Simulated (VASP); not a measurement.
Band structure of Na (space group P6/mmm). These are PBE GGA, VASP's PBE PAW potentials (set 64) (plane waves; VASP 6.6.1) values and carry that method's errors.

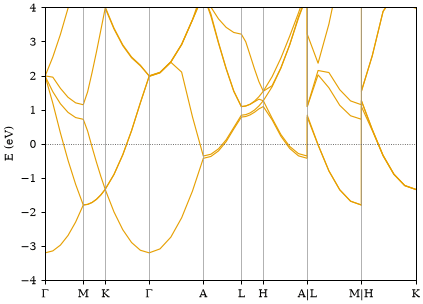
Figure: Bands along high-symmetry lines, zero at the valence-band maximum or, without a gap, the Fermi level

Question: Read the plot: is there a gap, and where are the band edges?

Answer: It has no gap at this level: it comes out as a metal or semimetal.

The structure was generated: Na was put into an ordered model structure, which need not be its known phase. The cell was not relaxed at this level.
